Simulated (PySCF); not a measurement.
```xyz
12

C    -2.5777    0.1433   -0.0240
C    -1.4518   -0.5465   -0.0504
O    -0.2405    0.0526   -0.0328
Si    1.2729   -0.5341   -0.0557
C     2.2632    1.0984   -0.0053
O     3.4662    1.1398   -0.0077
H    -3.5292   -0.3527   -0.0371
H    -2.5722    1.2180    0.0130
H    -1.4356   -1.6290   -0.0863
H     1.5620   -1.3594    1.1171
H     1.5555   -1.2812   -1.2813
H     1.6884    2.0500    0.0277
```

Geometry: GFN2-xTB.

Computed with PySCF, PBE0/pcSseg-1, SCF density, gas phase, non-relativistic.

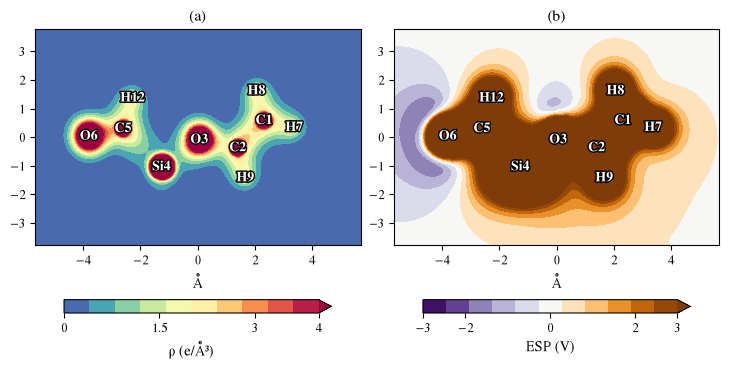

C$_{3}$H$_{6}$O$_{2}$Si (SMILES C=CO[SiH2]C=O). (a) total electron density; (b) molecular electrostatic potential on the plane of atoms O3, Si4 and C5.

> Read the bonding off the picture.

- The section cuts through C, O, Si and H sites.
- C–O (1.20 Å): the density is about 3.3 e/Å³ at the midpoint.
- C–C (1.32 Å): ρ at the midpoint is about 2.4 e/Å³.
- Si–O (1.62 Å): ρ is about 1.1 e/Å³ halfway.
- C–Si (1.91 Å): ρ at the midpoint is about 0.96 e/Å³.
- C–H (1.07 Å): ρ is about 2 e/Å³ halfway.
- Outside the dense part of the molecule the potential is most negative (−1.9 V) near O6.
